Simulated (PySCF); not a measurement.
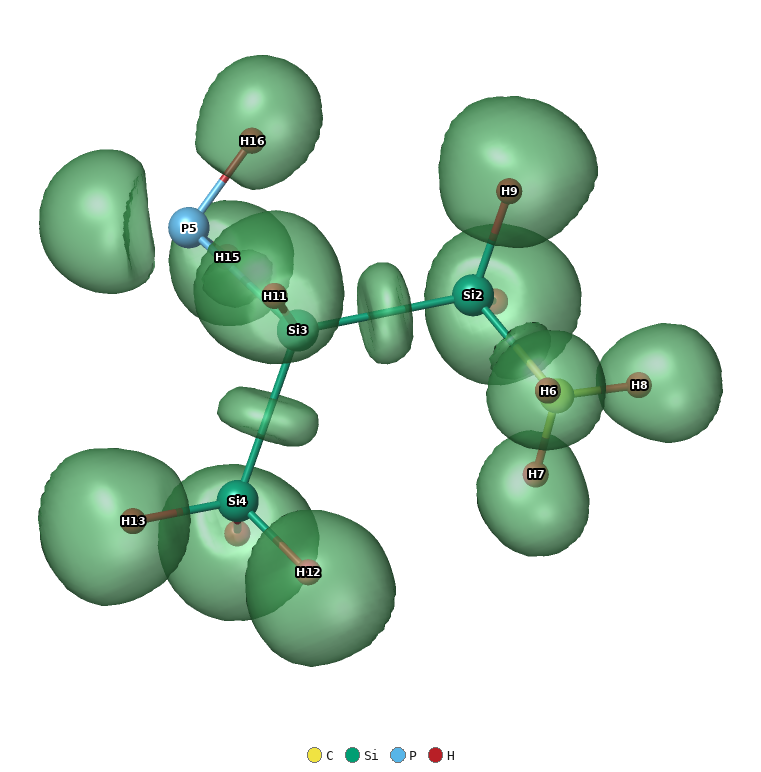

The picture shows: CH11PSi3. Isosurface of the electron localisation function at 0.9 (green), seen at a tilt. Core shells and regions of very low density are left out.

Geometry: GFN2-xTB.

Computed with B3LYP/def2-SVPD, SCF density, gas phase in PySCF.

The calculation's input:

```
{"job": {"kind": "uv", "xc": "B3LYP", "basis": "def2-SVPD", "nstates": 8, "ntriplets": 3}, "charge": 0, "multiplicity": 1}
C     -2.193048    -1.280613    -0.058068
Si    -1.455079     0.354426     0.565018
Si     0.593068     0.704379    -0.522958
Si     2.134580    -1.049897    -0.572895
P      1.686893     2.496937     0.290624
H     -2.400098    -1.237063    -1.123170
H     -1.512318    -2.110315     0.109128
H     -3.124770    -1.513266     0.447558
H     -2.455910     1.413692     0.351835
H     -1.296195     0.258935     2.026946
H      0.336101     1.148705    -1.912256
H      1.462596    -2.263551    -1.045904
H      3.292893    -0.842983    -1.442897
H      2.660733    -1.358449     0.760372
H      1.708372     2.038820     1.592371
H      0.554584     3.249187     0.522884
```

Launched as:

```sh
OMP_NUM_THREADS=1 python probes_run.py task.json out
```

**Identify the bonds, lone pairs and shells in this picture.**

The ELF exceeds this value in one region between bonded C–Si atoms (shared pairs), one region between bonded P–Si atoms (shared pairs), two regions between bonded Si–Si atoms (shared pairs), eleven regions around hydrogen nuclei and one lobe on P, pointing away from the bonds (lone pairs).

Values along the shortest contacts:
C–Si (1.90 Å): the ELF peaks at about 0.95 between the atoms, as expected for a shared electron pair. Si–P (2.25 Å): the ELF peaks at about 0.95 between the atoms: localised, covalent bonding.
